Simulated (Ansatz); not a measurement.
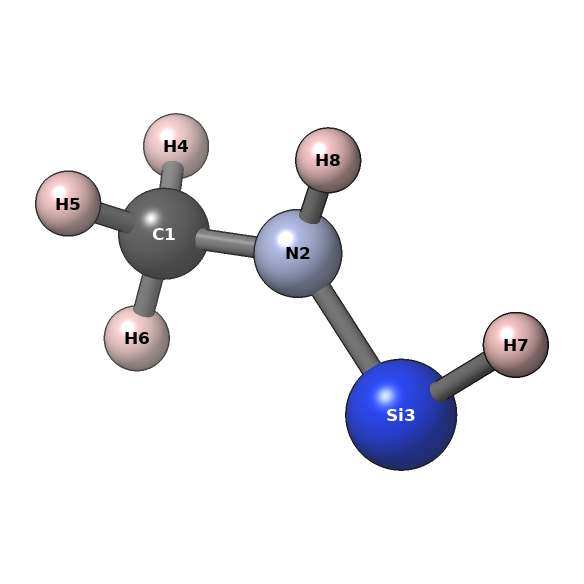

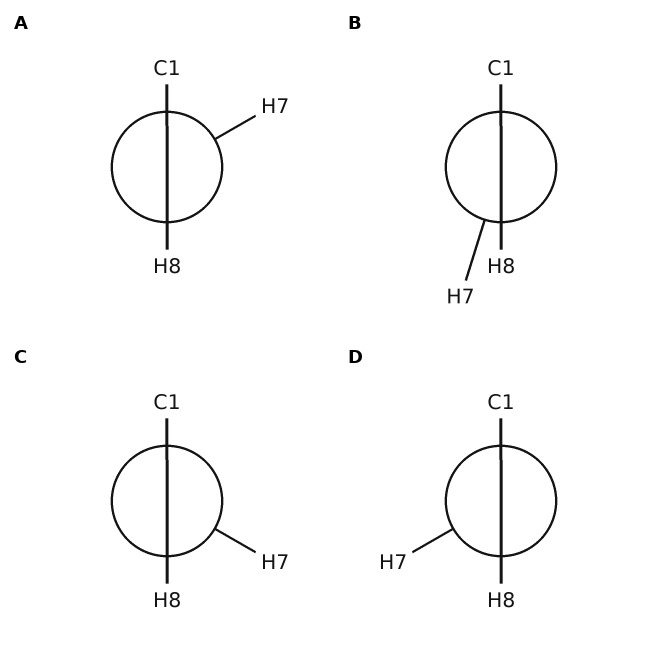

Depth is shown by fading: the farther an atom, the more it takes the colour of the background. Bonds that would overlap in a projection are set slightly apart. The computed structure is the end point of a PBE-D4/def2-SVP optimisation. No frequency run is at hand to confirm it as a minimum.

Which Newman projection shows the view along N2–Si3, with N2 in front?

B. The torsion angle C1–N2–Si3–H7 is 180°, antiperiplanar (anti).
